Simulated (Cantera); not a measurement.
Charge: 1 mol B, 1.6 mol HCl, 0.036 mol Cl₂, equilibrated at 3.90 bar.

Cantera equilibrium calculation (NASA polynomials, part measured and part estimated; ideal gas, pure solids and liquids). Candidate condensed phases: B; 13 gas species. The tables' values for BCl₂, BCl, BH₂ are old estimates; treat these amounts as uncertain. Gases not in the tables: BHCl₂. Equilibrium is a limit: real reactors are often held back by kinetics, nucleation or transport.

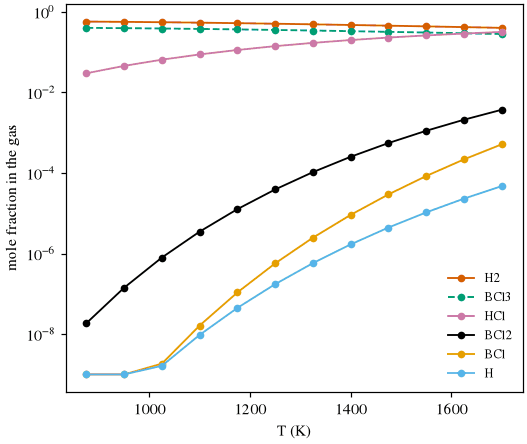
*Equilibrium gas composition (values under 1e-9 drawn at 1e-9)*

From 875 K to 1700 K the condensed part is B(s). The main B-bearing gas is BCl₃ throughout. The share of B in condensed phases is highest at 1700 K (59.2 %) and lowest at 875 K (45.6 %).
